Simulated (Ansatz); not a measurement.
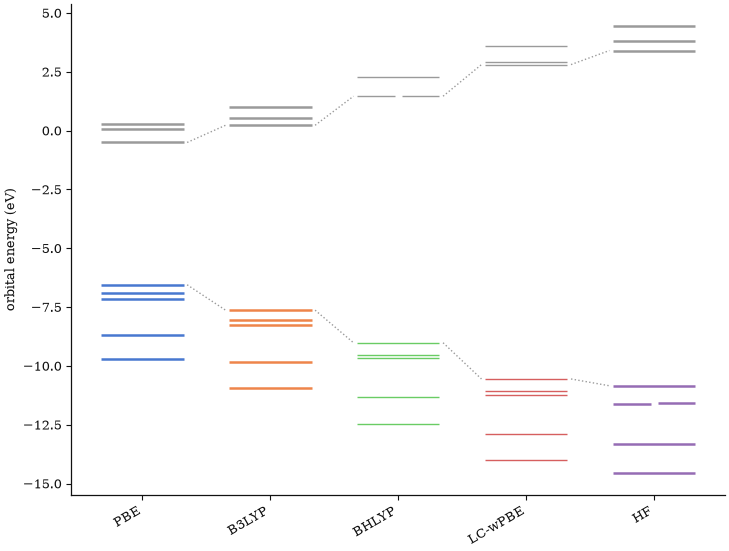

Frontier orbital energies of C₂H₉BS, SMILES [BH3-][S+](C)C at one geometry, def2-TZVPP, the Ansatz code, at a PBE0-D4/def2-TZVP geometry (a minimum by its frequencies). Empty levels are grey, levels within 0.1 eV stand side by side; all columns show the same few orbitals around the gap. Dotted lines join the HOMOs and the LUMOs.

**How do the frontier levels move from column to column?**

The separation grows from 6.05 eV (PBE) to 14.25 eV (HF).

```csv
level,HOMO (eV),LUMO (eV),separation (eV)
PBE,−6.55,−0.50,6.05
B3LYP,−7.63,0.23,7.86
BHLYP,−9.01,1.46,10.48
LC-wPBE,−10.55,2.81,13.36
HF,−10.84,3.40,14.25
```

Limits of at least one run: empty levels above zero depend strongly on the basis.
